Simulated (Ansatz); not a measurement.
**SiN₃H₆F: single-point calculation**

SiN₃H₆F, SMILES N[Si](N)(N)F, computed with RKS PBE0-D4/def2-TZVPP (Ansatz 0.2.0).

The geometry comes from this level: PBE0-D4/def2-TZVP.

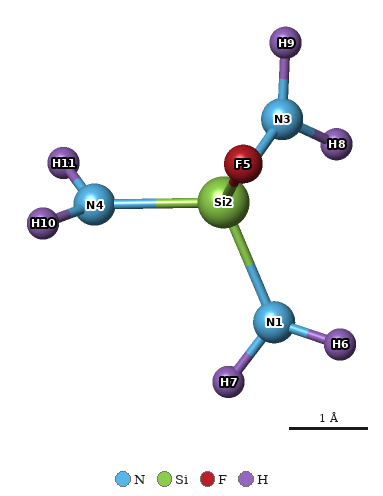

**Figure 1.** The structure (ball-and-stick view, seen at a tilt; atoms are numbered from 1 in the order of the input). Bond lengths as drawn: F–Si 1.61 Å, H–N 1.00 to 1.01 Å and N–Si 1.70 Å.

## Input
```yaml
crystal:
  periodic: [false, false, false]
  atoms:
    - {symbol: N, position_ang: [-1.479797, -0.660943, -0.003954]}
    - {symbol: Si, position_ang: [-0.084248, 0.307640, -0.010522]}
    - {symbol: N, position_ang: [0.807051, 0.058693, 1.413144]}
    - {symbol: N, position_ang: [0.866628, -0.030011, -1.376649]}
    - {symbol: F, position_ang: [-0.528460, 1.851448, -0.074159]}
    - {symbol: H, position_ang: [-2.324305, -0.402493, 0.476217]}
    - {symbol: H, position_ang: [-1.639687, -1.321372, -0.743749]}
    - {symbol: H, position_ang: [0.498814, -0.611150, 2.095066]}
    - {symbol: H, position_ang: [1.441833, 0.739545, 1.792156]}
    - {symbol: H, position_ang: [0.703998, 0.387457, -2.276409]}
    - {symbol: H, position_ang: [1.803571, -0.375817, -1.270445]}
basis:
  gaussian: {orbitals: def2-TZVPP}
hamiltonian: {xc: pbe0, dispersion: d4}
output: {orbitals: {seedname: orbitals}}
```

Launched with:
```bash
ansatz run in.yaml --threads 4 --pin off --events-out ev --progress --plain --max-ram 10444MiB
```

## Log
```
Functional definition: PBE0
  name "PBE0"
  cite "Adamo & Barone, J. Chem. Phys. 110, 6158 (1999) doi:10.1063/1.478522"
  cite "Perdew, Burke & Ernzerhof, Phys. Rev. Lett. 77, 3865 (1996) doi:10.1103/PhysRevLett.77.3865"
  parent pbe
  parameter a = 0.25
  parameter kappa = 0.804
  parameter beta = 0.06672455060314922
  exchange = (1 - a)*pbe_x(kappa = kappa, mu = beta*pi^2/3) + a*exact_x
  correlation = pbe_c(beta = beta)
1266 factors; their error is unknown
mean field evaluation 1: about -15143.5241 eV, gradient 9.7e1 eV
mean field evaluation 2: about -15131.2278 eV, gradient 1.2e2 eV
mean field evaluation 4: about -15159.6686 eV, gradient 5.6e0 eV
mean field evaluation 8: about -15159.7113 eV, gradient 2.5e-2 eV
mean field evaluation 16: about -15159.7501 eV, gradient 1.7e-5 eV
mean field -15159.75008428 eV, -557.1105399497 hartree, gradient 1.7e-5 eV, S^2 0.000000; 0 other end points of the search recorded, 0 dependent functions left out
reference -15159.75011499 eV, -557.1105410781 hartree; 25, 25 occupied and 225, 225 virtual orbitals, 1266 factors
Total energy: -15159.94180765 eV, -557.1175856535 hartree
```

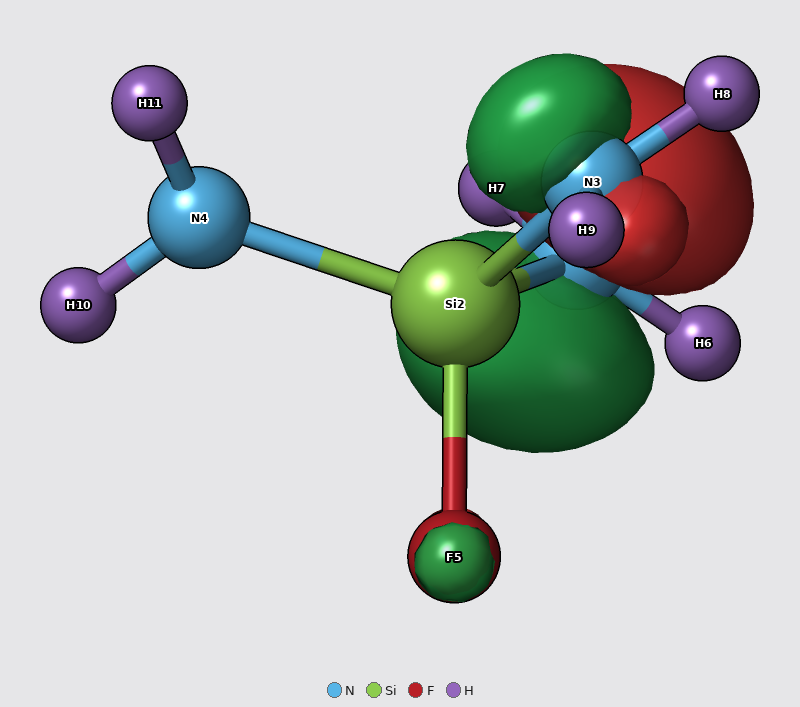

**Figure 2.** One frontier orbital at ±0.2 Å⁻³ᐟ² (green and red are the two phases), seen from the side. The HOMO−1, at −7.50 eV.

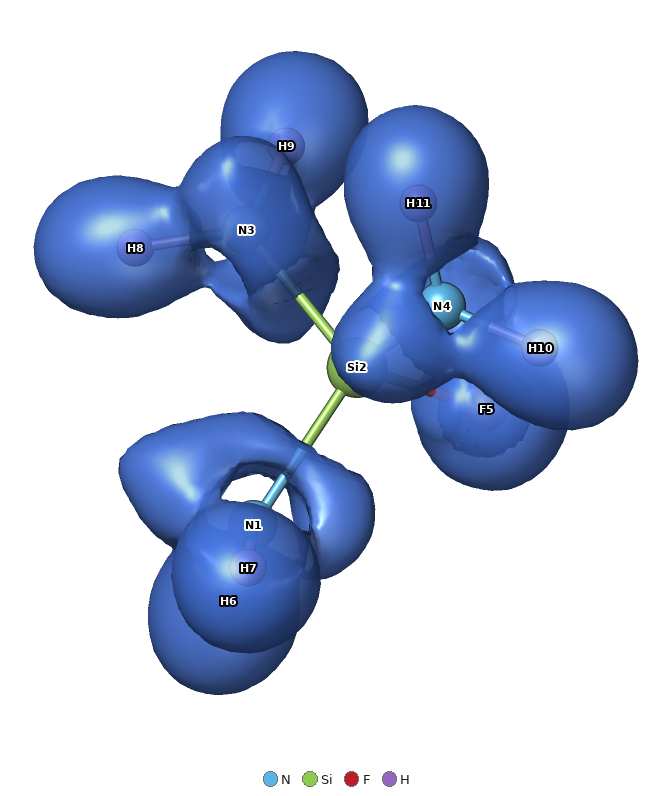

**Figure 3.** Isosurface of the electron localisation function at 0.8 (blue), seen at an oblique angle. Only the valence region is drawn (cores and ρ < 0.01 e/Å³ removed). Profiles from the grid: Si–F (1.61 Å): the ELF peaks at about 0.85 between the atoms, which marks a polar covalent bond.

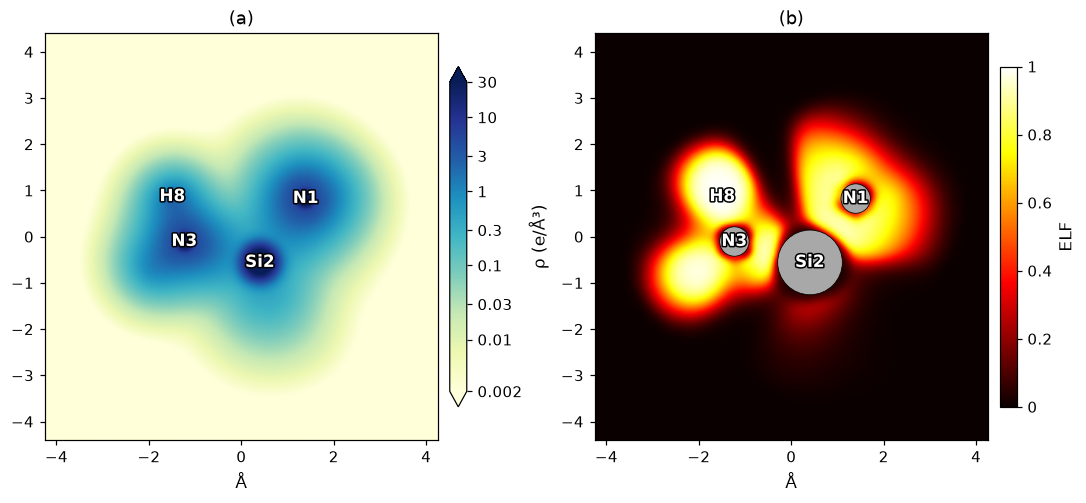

**Figure 4.** (a) electron density; (b) ELF on the plane of atoms N1, Si2 and N3. Grey discs, where drawn, cover atomic cores. Atoms in the plane: N, Si and H. Si–N (1.70 Å): ρ at the midpoint is about 1.2 e/Å³; the ELF peaks at about 0.90 between the atoms (a polar covalent bond). N–H (1.00 Å): ρ at the midpoint is about 2.9 e/Å³, with its minimum of 2.3 e/Å³ about 0.8 Å from N; the ELF climbs to about 1 towards the hydrogen, as it does in any bond to H (a covalent bond by its length).

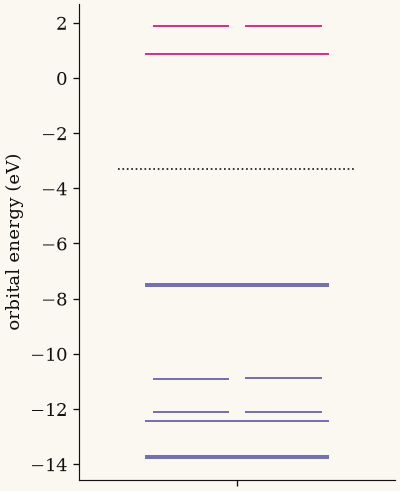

**Figure 5.** Orbital energies near the frontier; the dotted line parts filled from empty levels, and levels within 0.02 eV of each other stand side by side. Highest filled −7.48 eV, lowest empty 0.86 eV, 8.34 eV apart.

## Summary

```tsv
quantity	value
outcome	converged
total energy	−15159.9418 eV
mean-field energy	−15159.7501 eV
dispersion energy	−0.1917 eV
SCF solution under orbital rotations	stable
HOMO	−7.48 eV
LUMO	0.86 eV
hardware	4 threads of Arm Neoverse N1, 23 GiB of memory available, shared host
wall time	4.6 s (CPU time 17 s)
peak memory	0.57 GiB
```
